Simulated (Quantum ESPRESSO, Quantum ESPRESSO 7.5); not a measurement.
# Mo(110), 5 layers: parallel layout and speed

Wanted: time, iterations and memory of Mo(110), 5 layers by layout of ranks, pools and threads.

Main program and level: Quantum ESPRESSO 7.5; plane-wave DFT, PBE, GBRV ultrasoft pseudopotentials.

## (1) Set-up

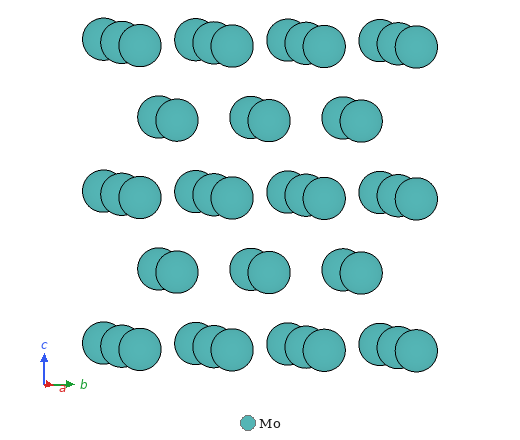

The starting structure, seen from the side, with the c axis up (molybdenum teal). 2×3×1 cells are drawn. Some periodic images of atoms are drawn too.

The cell holds 5 atoms: 5 Mo. Cell: a = 2.728 Å, b = 2.728 Å, c = 24.910 Å, α = 90.0°, β = 90.0°, γ = 70.5°. It derives from Mo. Vacuum lies along c.

Coordinates:

```cif
data_structure
_symmetry_space_group_name_H-M 'P 1'
_symmetry_Int_Tables_number 1
_cell_length_a 2.7280
_cell_length_b 2.7280
_cell_length_c 24.9095
_cell_angle_alpha 90.000
_cell_angle_beta 90.000
_cell_angle_gamma 70.529
_cell_volume 174.77
loop_
_atom_site_label
_atom_site_type_symbol
_atom_site_fract_x
_atom_site_fract_y
_atom_site_fract_z
_atom_site_occupancy
Mo1 Mo 0.00000 0.00000 0.82116 1
Mo2 Mo 0.50000 0.50000 0.91058 1
Mo3 Mo 0.00000 0.00000 0.00000 1
Mo4 Mo 0.50000 0.50000 0.08942 1
Mo5 Mo 0.00000 0.00000 0.17884 1
```

## (2) Ground state: 4 ranks, 4 pools, 1 thread a rank

The first run is the reference of the series.

File c0.in:

```
&control
  prefix = 'c0'
  outdir = './out'
  pseudo_dir = './pseudo'
  calculation = 'scf'
  tprnfor = .true.
/
&system
  ibrav = 0
  nat = 5
  ntyp = 1
  ecutwfc = 40
  ecutrho = 200
  occupations = 'smearing'
  smearing = 'mv'
  degauss = 0.02
  assume_isolated = 'esm'
  esm_bc = 'bc1'
/
&electrons
  conv_thr = 1e-07
  mixing_beta = 0.4
  electron_maxstep = 120
  mixing_mode = 'local-TF'
/
ATOMIC_SPECIES
  Mo  95.9500  mo_pbe_v1.uspp.F.UPF
CELL_PARAMETERS angstrom
  2.22738636073762 -1.57500000000000 0.00000000000000
  2.22738636073762 1.57500000000000 0.00000000000000
  0.00000000000000 0.00000000000000 24.90954544295050
ATOMIC_POSITIONS crystal
  Mo  0.000000000000 0.000000000000 -0.178837977260
  Mo  0.500000000000 0.500000000000 -0.089418988630
  Mo  0.000000000000 0.000000000000 0.000000000000
  Mo  0.500000000000 0.500000000000 0.089418988630
  Mo  0.000000000000 0.000000000000 0.178837977260
K_POINTS automatic
  10 10 1 0 0 0
```

Launch:

```console
OMP_NUM_THREADS=1 mpirun -n 4 pw.x -nk 4 -in c0.in > c0.out
```

Log:

```text
Program PWSCF v.7.5 starts
[citation notice left out]

     Parallel version (MPI & OpenMP), running on       4 processor cores
     Number of MPI processes:                 4
     Threads/MPI process:                     1

     MPI processes distributed on     1 nodes
[...]
Current dimensions of program PWSCF are:
     Max number of different atomic species (ntypx) = 10
     Max number of k-points (npk) =  40000
     Max angular momentum in pseudopotentials (lmaxx) =  4
     Message from routine setup:
     using ibrav=0 with symmetry is DISCOURAGED, use correct ibrav instead

     K-points division:     npool     =       4
     Subspace diagonalization in iterative solution of the eigenvalue problem:
     a serial algorithm will be used

     G-vector sticks info
     --------------------
     sticks:   dense  smooth     PW     G-vecs:    dense   smooth      PW
     Sum         399     315     99                56473    40267    7579

     Using Slab Decomposition

     bravais-lattice index     =            0
     lattice parameter (alat)  =       5.1551  a.u.
     unit-cell volume          =    1179.4201 (a.u.)^3
     number of atoms/cell      =            5
     number of atomic types    =            1
     number of electrons       =        70.00
     number of Kohn-Sham states=           42
     kinetic-energy cutoff     =      40.0000  Ry
     charge density cutoff     =     200.0000  Ry
     scf convergence threshold =      1.0E-07
     mixing beta               =       0.4000
     number of iterations used =            8  local-TF  mixing
     Exchange-correlation= SLA  PW   PBE  PBE
                           (   1   4   3   4   0   0   0)

     Effective Screening Medium Method
     =================================
     Boundary Conditions: Vacuum-Slab-Vacuum
     total charge in unit cell        =   0.0000
     grid points for fit at edges     =        4

     celldm(1)=   5.155135  celldm(2)=   0.000000  celldm(3)=   0.000000
     celldm(4)=   0.000000  celldm(5)=   0.000000  celldm(6)=   0.000000

     crystal axes: (cart. coord. in units of alat)
               a(1) = (   0.816497  -0.577350   0.000000 )
               a(2) = (   0.816497   0.577350   0.000000 )
               a(3) = (   0.000000   0.000000   9.131132 )

     reciprocal axes: (cart. coord. in units 2 pi/alat)
               b(1) = (  0.612372 -0.866025  0.000000 )
               b(2) = (  0.612372  0.866025 -0.000000 )
               b(3) = ( -0.000000  0.000000  0.109515 )

     PseudoPot. # 1 for Mo read from file:
     ./pseudo/mo_pbe_v1.uspp.F.UPF
     Pseudo is Ultrasoft + core correction, Zval = 14.0
     Generated by new atomic code, or converted to UPF format
     Using radial grid of  889 points,  6 beta functions with:
                l(1) =   0
                l(2) =   0
                l(3) =   1
                l(4) =   1
                l(5) =   2
                l(6) =   2
     Q(r) pseudized with  6 coefficients,  rinner =    1.000   1.000   1.000
                                                       1.000   1.000

     atomic species   valence    mass     pseudopotential
     Mo               14.00    95.95000     Mo( 1.00)

      8 Sym. Ops., with inversion, found

   Cartesian axes

     site n.     atom                  positions (alat units)
         1        Mo     tau(   1) = (   0.0000000   0.0000000  -1.6329932  )
         2        Mo     tau(   2) = (   0.8164966   0.0000000  -0.8164966  )
         3        Mo     tau(   3) = (   0.0000000   0.0000000   0.0000000  )
         4        Mo     tau(   4) = (   0.8164966   0.0000000   0.8164966  )
         5        Mo     tau(   5) = (   0.0000000   0.0000000   1.6329932  )

     number of k points=    31  Marzari-Vanderbilt smearing, width (Ry)=  0.0200
                       cart. coord. in units 2pi/alat
        k(    1) = (   0.0000000   0.0000000   0.0000000), wk =   0.0200000
        k(    2) = (   0.0612372   0.0866025   0.0000000), wk =   0.0800000
        k(    3) = (   0.1224745   0.1732051   0.0000000), wk =   0.0800000
        k(    4) = (   0.1837117   0.2598076   0.0000000), wk =   0.0800000
        k(    5) = (   0.2449490   0.3464102   0.0000000), wk =   0.0800000
        k(    6) = (  -0.3061862  -0.4330127   0.0000000), wk =   0.0400000
        k(    7) = (   0.1224745  -0.0000000   0.0000000), wk =   0.0400000
        k(    8) = (   0.1837117   0.0866025   0.0000000), wk =   0.0800000
        k(    9) = (   0.2449490   0.1732051   0.0000000), wk =   0.0800000
        k(   10) = (   0.3061862   0.2598076   0.0000000), wk =   0.0800000
[...]
k(   31) = (  -0.6123724   0.0000000   0.0000000), wk =   0.0200000

     Dense  grid:    56473 G-vectors     FFT dimensions: (  24,  24, 216)

     Smooth grid:    40267 G-vectors     FFT dimensions: (  24,  24, 192)

     Estimated max dynamical RAM per process >     112.34 MB

     Estimated total dynamical RAM >     408.00 MB

     Check: negative core charge=   -0.000001

     Initial potential from superposition of free atoms

     starting charge      69.9947, renormalised to      70.0000

     negative rho (up, down):  3.617E-03 0.000E+00
     Starting wfcs are   65 randomized atomic wfcs

     total cpu time spent up to now is        2.1 secs

     per-process dynamical memory:    64.6 Mb

     Self-consistent Calculation

     iteration #  1     ecut=    40.00 Ry     beta= 0.40
     Davidson diagonalization with overlap
     ethr =  1.00E-02,  avg # of iterations =  1.1

     negative rho (up, down):  1.494E-03 0.000E+00

     total cpu time spent up to now is        5.1 secs

     total energy              =    -696.41130592 Ry
     estimated scf accuracy    <       2.19353579 Ry

     iteration #  2     ecut=    40.00 Ry     beta= 0.40
[...]
negative rho (up, down):  3.230E-04 0.000E+00

[...]
total energy              =    -696.42493881 Ry
     estimated scf accuracy    <       0.79859614 Ry

     iteration #  3     ecut=    40.00 Ry     beta= 0.40
[...]
negative rho (up, down):  8.851E-05 0.000E+00

[...]
total energy              =    -696.41795473 Ry
     estimated scf accuracy    <       0.21113984 Ry

     iteration #  4     ecut=    40.00 Ry     beta= 0.40
[...]
c_bands:  1 eigenvalues not converged
     c_bands:  2 eigenvalues not converged
     c_bands:  1 eigenvalues not converged
[...]
negative rho (up, down):  4.000E-05 0.000E+00

[...]
iteration # 12     ecut=    40.00 Ry     beta= 0.40
[...]
c_bands:  1 eigenvalues not converged
     c_bands:  1 eigenvalues not converged
[...]
negative rho (up, down):  6.126E-03 0.000E+00

[...]
total energy              =    -696.51522664 Ry
     estimated scf accuracy    <       0.00331915 Ry

     iteration # 13     ecut=    40.00 Ry     beta= 0.40
[...]
c_bands:  2 eigenvalues not converged
     c_bands:  2 eigenvalues not converged
     c_bands:  1 eigenvalues not converged
     c_bands:  2 eigenvalues not converged
     c_bands:  1 eigenvalues not converged
[...]
negative rho (up, down):  3.545E-03 0.000E+00

[...]
total energy              =    -696.50991879 Ry
     estimated scf accuracy    <       0.00455370 Ry

     iteration # 14     ecut=    40.00 Ry     beta= 0.40
[...]
c_bands:  1 eigenvalues not converged
     c_bands:  1 eigenvalues not converged
     c_bands:  1 eigenvalues not converged
[...]
negative rho (up, down):  3.674E-03 0.000E+00

[...]
total energy              =    -696.51014253 Ry
     estimated scf accuracy    <       0.00359968 Ry

[...]
iteration # 25     ecut=    40.00 Ry     beta= 0.40
[...]
negative rho (up, down):  3.823E-03 0.000E+00

[...]
total energy              =    -696.50868200 Ry
     estimated scf accuracy    <       0.00000128 Ry

     iteration # 26     ecut=    40.00 Ry     beta= 0.40
[...]
negative rho (up, down):  3.844E-03 0.000E+00

[...]
total energy              =    -696.50867532 Ry
     estimated scf accuracy    <       0.00000260 Ry

     iteration # 27     ecut=    40.00 Ry     beta= 0.40
[...]
negative rho (up, down):  3.838E-03 0.000E+00

[...]
total energy              =    -696.50866617 Ry
     estimated scf accuracy    <       0.00000147 Ry

     iteration # 28     ecut=    40.00 Ry     beta= 0.40
[...]
negative rho (up, down):  3.787E-03 0.000E+00

[...]
total energy              =    -696.50878107 Ry
     estimated scf accuracy    <       0.00000190 Ry

     iteration # 29     ecut=    40.00 Ry     beta= 0.40
[...]
negative rho (up, down):  3.762E-03 0.000E+00

[...]
total energy              =    -696.50866411 Ry
     estimated scf accuracy    <       0.00000025 Ry

     iteration # 30     ecut=    40.00 Ry     beta= 0.40
[...]
c_bands:  2 eigenvalues not converged
     c_bands:  1 eigenvalues not converged
     c_bands:  1 eigenvalues not converged
[...]
negative rho (up, down):  3.753E-03 0.000E+00

[...]
total energy              =    -696.50864008 Ry
     estimated scf accuracy    <       0.00000080 Ry

     iteration # 31     ecut=    40.00 Ry     beta= 0.40
[...]
c_bands:  1 eigenvalues not converged
[...]
negative rho (up, down):  3.748E-03 0.000E+00

[...]
total energy              =    -696.50865335 Ry
     estimated scf accuracy    <       0.00000019 Ry

     iteration # 32     ecut=    40.00 Ry     beta= 0.40
[...]
c_bands:  1 eigenvalues not converged
[...]
negative rho (up, down):  3.776E-03 0.000E+00

[...]
End of self-consistent calculation

          k = 0.0000 0.0000 0.0000 (  4987 PWs)   bands (ev):

   -66.0749 -66.0084 -65.8872 -65.7286 -65.7258 -40.6284 -40.3444 -39.9565
   -39.7598 -39.6433 -39.6295 -39.4557 -39.4102 -39.3988 -39.3982 -39.3648
   -39.2483 -39.2396 -39.1098 -39.1098 -11.6482 -10.7186  -9.9935  -9.6659
    -9.5566  -8.0443  -7.6165  -7.0287  -6.5183  -6.2509  -6.2350  -6.1817
    -6.0973  -5.7845  -5.5337  -4.8056  -4.3945  -3.6423  -3.4826  -3.4674
    -3.3807  -3.2564

          k = 0.0612 0.0866 0.0000 (  5010 PWs)   bands (ev):

   -66.0575 -65.9944 -65.8777 -65.7177 -65.7154 -40.5935 -40.3361 -39.9965
   -39.7971 -39.6954 -39.6458 -39.4702 -39.4588 -39.4427 -39.4396 -39.4020
   -39.3004 -39.2846 -39.1511 -39.1509 -11.3333 -10.4257  -9.6931  -9.3658
    -9.2456  -7.9600  -7.5567  -6.9831  -6.5860  -6.5150  -6.4095  -6.2958
    -5.9786  -5.8822  -5.4705  -4.9520  -4.4099  -4.3830  -3.7802  -3.7020
    -3.3644  -3.3488

          k = 0.1225 0.1732 0.0000 (  5028 PWs)   bands (ev):

   -66.0105 -65.9576 -65.8541 -65.6891 -65.6879 -40.5019 -40.3408 -40.1347
   -39.9587 -39.8587 -39.6887 -39.6216 -39.6116 -39.5146 -39.4906 -39.4802
   -39.3979 -39.3927 -39.1861 -39.1815 -10.5299  -9.7907  -9.0588  -8.7848
    -8.6163  -7.7578  -7.4516  -7.1432  -6.9405  -6.7696  -6.5346  -6.5302
    -6.3009  -5.8345  -5.6764  -4.8869  -4.6594  -3.8152  -3.7842  -3.6876
    -3.6032  -3.3661

          k = 0.1837 0.2598 0.0000 (  5057 PWs)   bands (ev):

   -65.9478 -65.9114 -65.8291 -65.6538 -65.6534 -40.4626 -40.4418 -40.2845
   -40.2440 -40.0125 -39.8824 -39.8093 -39.7342 -39.6157 -39.5453 -39.5238
   -39.4460 -39.3920 -39.1984 -39.1939  -9.7266  -9.5129  -9.0337  -8.5184
    -8.4594  -7.6538  -7.6025  -7.3627  -7.2469  -6.8745  -6.6311  -6.2095
    -6.1944  -5.5375  -5.4680  -3.7706  -3.6421  -3.5972  -3.4408  -3.3995
    -3.1520  -2.8462

          k = 0.2449 0.3464 0.0000 (  5070 PWs)   bands (ev):

   -65.8887 -65.8736 -65.8168 -65.6252 -65.6252 -40.6323 -40.5965 -40.4937
   -40.2915 -40.1926 -39.9713 -39.8350 -39.7674 -39.6999 -39.6762 -39.5056
   -39.4205 -39.4128 -39.2045 -39.2015  -9.6989  -9.6690  -9.1245  -8.7741
    -8.4387  -7.9563  -7.8693  -7.5468  -7.5340  -7.2196  -6.4030  -5.7532
    -5.2666  -4.4154  -3.9028  -3.5621  -3.2586  -3.2136  -3.0162  -2.8413
    -2.7553  -2.6211

          k =-0.3062-0.4330 0.0000 (  5048 PWs)   bands (ev):

   -65.8592 -65.8590 -65.8189 -65.6143 -65.6143 -40.7121 -40.6618 -40.5928
   -40.3373 -40.2751 -39.8594 -39.8299 -39.7836 -39.7665 -39.7634 -39.4845
   -39.4338 -39.4076 -39.2092 -39.2020  -9.8191  -9.7883  -9.1567  -8.9037
    -8.4592  -8.0693  -7.9661  -7.6786  -7.6454  -7.4306  -6.0479  -5.4614
    -4.8366  -3.8597  -3.3067  -3.2891  -3.2640  -3.0203  -2.9775  -2.8060
    -2.7300  -2.1654

[...]
the Fermi energy is    -4.7019 ev

!    total energy              =    -696.50861921 Ry
     estimated scf accuracy    <       0.00000003 Ry
     smearing contrib. (-TS)   =      -0.00151806 Ry
     internal energy E=F+TS    =    -696.50710115 Ry

     The total energy is F=E-TS. E is the sum of the following terms:
     one-electron contribution =   16938.22123567 Ry
     hartree contribution      =   -8492.34168173 Ry
     xc contribution           =     -96.54196557 Ry
     ewald contribution        =   -9045.84468952 Ry

     convergence has been achieved in  32 iterations

     negative rho (up, down):  3.776E-03 0.000E+00

     Forces acting on atoms (cartesian axes, Ry/au):

     atom    1 type  1   force =     0.00000000    0.00000000    0.02040947
     atom    2 type  1   force =     0.00000000    0.00000000   -0.02534011
     atom    3 type  1   force =     0.00000000    0.00000000    0.00000000
     atom    4 type  1   force =     0.00000000    0.00000000    0.02534011
     atom    5 type  1   force =     0.00000000    0.00000000   -0.02040947

     Total force =     0.046015     Total SCF correction =     0.001473

[...]
=------------------------------------------------------------------------------=
   JOB DONE.
=------------------------------------------------------------------------------=
[...]
```

Wall time 2.3 min (4 MPI ranks of Arm Neoverse V1, shared host); peak memory 0.56 GiB.

Read from the output:

```
free energy                                                    : -9476.4825 eV
Fermi energy                                                   : -4.702 eV
vacuum line at the lower end of the cell, over the Fermi level : 4.702 eV
vacuum line at the upper end of the cell, over the Fermi level : 4.702 eV
```

The potential energy, planar mean oscillates, so the rows of the table below give means over windows of 2.19 Å about each position, cut where the curve ends. Its maxima inside the range that stand out by 2 % of the span (Å: eV): -3.3: -2.14, -1.1: -2.35, 1.1: -2.35, 3.3: -2.14. Its minima: -4.5: -34.1, -2.2: -34.6, 0.0: -34.7, 2.2: -34.6, 4.5: -34.1.

Electrostatic potential energy of an electron; zero at the Fermi level. Potential energy, planar mean against z; means over each step:

```
 z (Å)  potential energy, planar mean (eV)
-11.35                                4.70
 -9.16                                4.70
 -6.97                                4.26
 -4.79                               -15.3
 -2.60                               -16.4
 -0.41                               -16.5
  1.78                               -16.4
  3.97                               -16.1
  6.16                                1.79
  8.35                                4.68
 10.54                                4.70
```

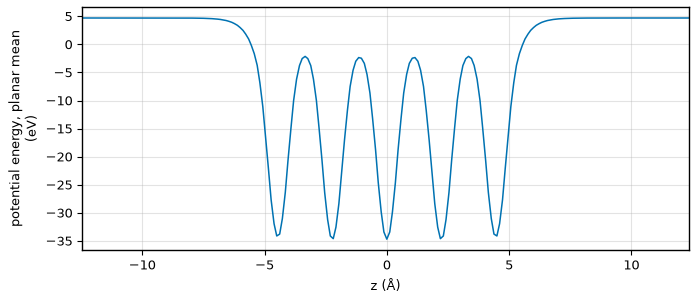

Potential energy, planar mean, plotted against z.

The program's own clock; routines nest. Time by routine:

```
     routine  wall time (s)  calls
       PWSCF          137.1      1
   electrons          134.5      1
     c_bands          106.5     32
     cegterg          96.44    256
       h_psi           66.3   2089
        fftw          58.16  69612
    vloc_psi          54.02   2089
    sum_band          14.32     32
     mix_rho           9.93     32
      calbec           8.11   2377
        ffts           6.53   3820
  add_vuspsi           6.13   2089
       s_psi           5.97   2089
h_psi:calbec           5.92   2089
```

The vacuum levels are read from the outermost 0.7 Å of the cell on either side.

The run needed 32 iterations to bring the estimated error under 1e-07 Ry; the largest force on any atom, held or free, is 0.65 eV/Å.

Inside the slab this potential holds the local part of the pseudopotentials, which can be repulsive at the nuclei; only its value in the vacuum has a meaning of its own.

[end of part 1 of 3]

[Logs are printed without paths, hosts, clocks, repeated set-up lines and the standing remarks that a program may print on its own settings, such as how far it seeks lower states.]

[Hosts, paths, dates, database ids (printed as entryN), source tags and the programs' standing remarks are cut or masked in the printed files.]

[Maps of the electrostatic potential energy from Ansatz leave out the sawtooth potential of an applied field or a dipole correction, so their vacuum need not be flat; planar profiles and work functions include it.]
